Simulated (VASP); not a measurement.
Band structure of ReSe$_{2}$ (relaxed from the 3R-MoS2 structure, space group R3m). All values below come from PBEsol GGA, VASP's PBE PAW potentials (set 64) (plane waves; VASP 6.6.1).

Without a dispersion term in the relaxation, distances and binding between the weakly bound layers, chains or molecules are unreliable, and so is what depends on them. Unless said otherwise, spin-orbit coupling is left out, though it shifts the bands of the heavy elements here.

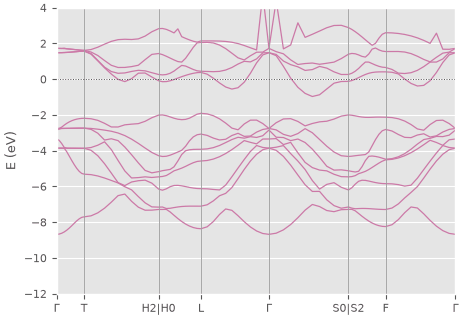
Figure. Bands along high-symmetry lines, zero at the valence-band maximum or, without a gap, the Fermi level

Task: Read the plot: is there a gap, and where are the band edges?

Result: It has no gap at this level: it comes out as a metal or semimetal. (Edges off the drawn lines would not show.)

The structure was generated: ReSe2 was put into the 3R-MoS2 type (R3m), which need not be its known phase. It was relaxed first, which changed the volume by -9 %. The electron count is odd and the run is not spin-polarised, which forces a metal.
